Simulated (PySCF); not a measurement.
**GeO: density, localisation and related maps**

```xyz
2

Ge    0.0000    0.0000   -0.2896
O     0.0000    0.0000    1.3384
```

These are results of PBE0/def2-TZVPPD, non-relativistic Hamiltonian with scalar-relativistic core potentials where named, at a bond length of 1.628 Å (PySCF), not measurements.

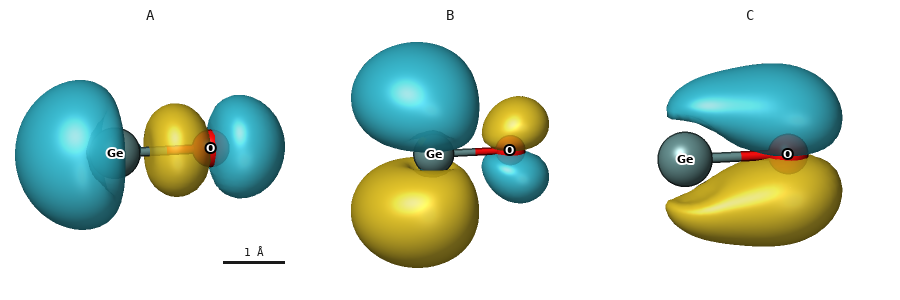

Figure 1. Three frontier orbitals, each drawn at the value that holds 80 % of its norm (yellow and cyan are the two phases), in no order; of a degenerate pair one member is drawn.

Label each orbital by symmetry, say whether it is occupied, and order them by energy.

Orbital C: π, occupied, −8.92 eV; mainly on O (75 %).
Orbital A: σ, occupied, −8.55 eV; shared between the atoms (Ge 55 %, O 45 %).
Orbital B: π, empty, −2.12 eV; mainly on Ge (85 %).

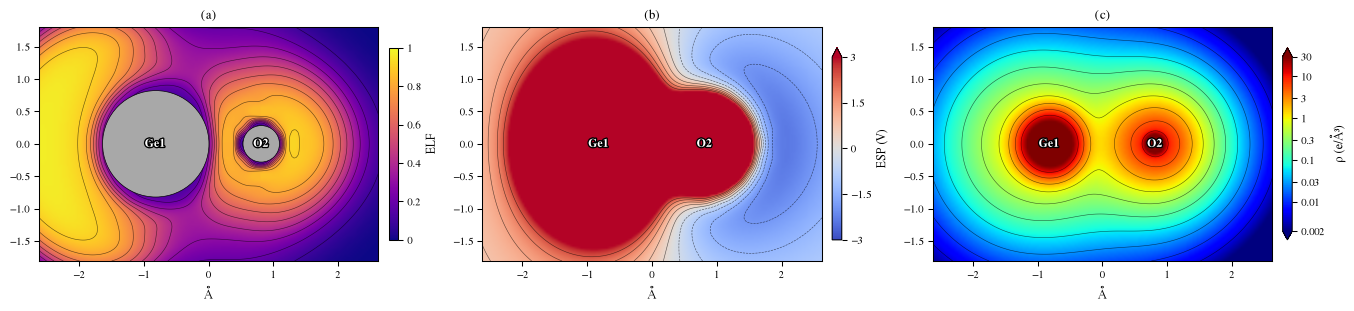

Figure 2. (a) ELF; (b) electrostatic potential; (c) electron density on a plane that holds the molecular axis. Grey discs cover the atomic cores in the ELF map.

What do the fields say about this system?

Atoms in the plane: Ge and O.
Ge–O (1.63 Å): ρ at the midpoint is about 1.4 e/Å³; the ELF peaks at about 0.85 in the valence shell of O, 0.6 Å from its nucleus, and is about 0.25 at the midpoint.
The ELF also peaks beside O2, away from the bonds: lone-pair regions.
Outside the dense part of the molecule the potential is most negative (−2.4 V) near O2.

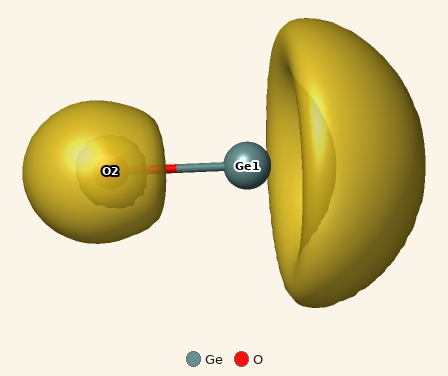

Figure 3. Isosurface of the electron localisation function at 0.75 (yellow), seen from one side. Core shells and regions of very low density are left out.

What do the ELF domains correspond to?

The surface consists of one lobe on Ge, pointing away from the bonds (lone pairs) and one region wrapped around O (its valence shell).

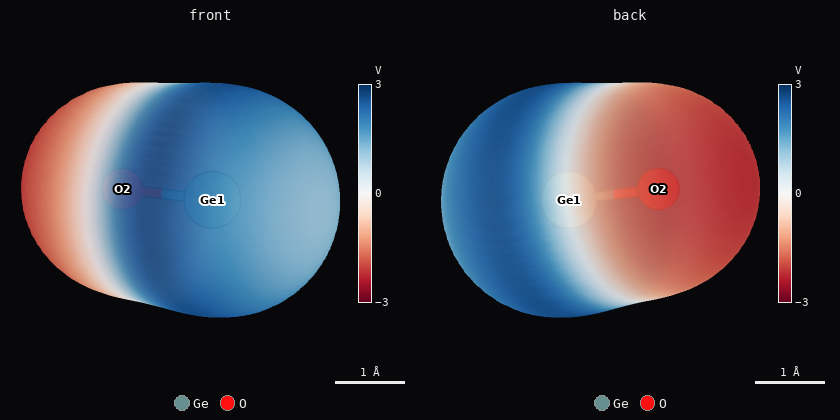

Figure 4. The molecular electrostatic potential painted on the density surface at 0.004 e/bohr³, seen from the front and from behind; the colour scale runs from red (negative) to blue (positive).

Which sites attract a positive test charge, and which a negative one?

A positive charge is drawn to the negative regions and a negative charge to the positive ones. The most negative region (about −2.2 V, or −51 kcal/mol for a unit charge) lies over O2, the most positive (about +2.6 V, or +60 kcal/mol for a unit charge) over Ge1. O2 is the likeliest acceptor of a hydrogen bond.
